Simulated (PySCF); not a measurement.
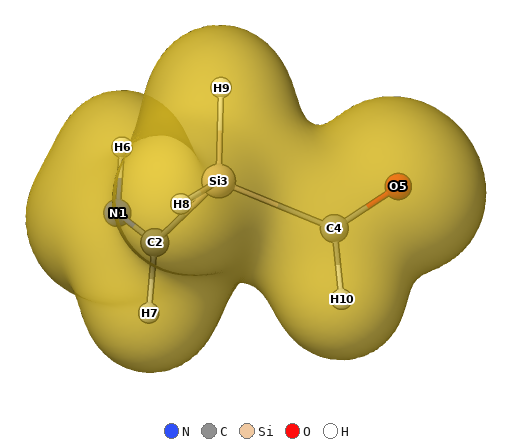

Figure 1: C$_{2}$H$_{5}$NOSi (SMILES [H]/N=C\[SiH2]C=O). Isosurface of the total electron density at 0.05 e/Å³ (yellow), seen at a tilt.

Geometry: GFN2-xTB.

These are results of B3LYP/def2-SVPD, SCF density, gas phase (PySCF), not measurements.

```yaml
atoms:
  - { symbol: N, position_ang: [2.3517, -0.1544, -0.0836] }
  - { symbol: C, position_ang: [1.2154, 0.0161, -0.5915] }
  - { symbol: Si, position_ang: [-0.3838, 0.6713, 0.2277] }
  - { symbol: C, position_ang: [-1.6537, -0.7550, 0.0676] }
  - { symbol: O, position_ang: [-2.1508, -1.3197, 1.0076] }
  - { symbol: H, position_ang: [2.4348, 0.0798, 0.9054] }
  - { symbol: H, position_ang: [1.1574, -0.2432, -1.6499] }
  - { symbol: H, position_ang: [-0.8682, 1.7924, -0.5781] }
  - { symbol: H, position_ang: [-0.1636, 0.9906, 1.6345] }
  - { symbol: H, position_ang: [-1.9304, -1.0733, -0.9622] }
```

**Which contacts does the surface bridge?**

At this value the surface is in one piece. It bridges the sampled C–O (1.20 Å), C–N (1.26 Å), C–Si (1.91 Å) and N–H (1.02 Å) contacts, where the density stays above the isovalue. On the grid the lowest density along these lines, outside the cores, is 2.8 e/Å³ (C–O, 1.20 Å), 2.6 e/Å³ (C–N, 1.26 Å), 0.75 e/Å³ (C–Si, 1.91 Å) and 2.3 e/Å³ (N–H, 1.02 Å).
